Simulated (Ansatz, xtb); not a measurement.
Pulling on the Si1–H4 bond in F2H2Si (SMILES F[SiH2]F) (multiplicity 1 held, fragments rigid). Energies count from the point at 1.470 Å.
Geometry at that point (charge 0, multiplicity 1):
```xyz
5

Si     0.2240    -0.1459     0.3605
F     -0.8952    -0.9509    -0.4350
F      0.4091     1.2675    -0.3474
H      1.4898    -0.8862     0.2617
H     -0.2505     0.0788     1.7333
```

R- and RO- levels are restricted; in cc, def2 and unpolarised 6-31G sets they are followed outwards from rest. U- levels take the lowest unrestricted solution at each point, which mixes spins at long bonds. Active spaces are followed from a long bond inwards. Curves can end on different states.

Cores are frozen in the correlated methods.

Run with Ansatz (Gaussian orbitals); xtb for the GFN methods. Each number belongs to the level named beside it. The GFN methods have no spin term and hold the electronic entropy of 300 K.

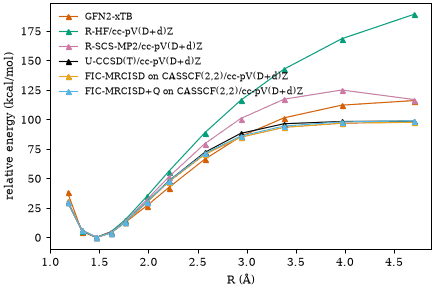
*Relative energy along the coordinate*

### Question
Read off the GFN2-xTB curve at R = 3.968.

### Answer
about 110 kcal/mol

Doubts at one or more of the structures used: a restricted determinant that unrestricted orbitals would lower (R-HF/cc-pV(D+d)Z, R-SCS-MP2/cc-pV(D+d)Z); a spin-contaminated determinant (U-CCSD(T)/cc-pV(D+d)Z); T1 above 0.05 (U-CCSD(T)/cc-pV(D+d)Z).

Ansatz is a quantum-chemistry and plane-wave program.
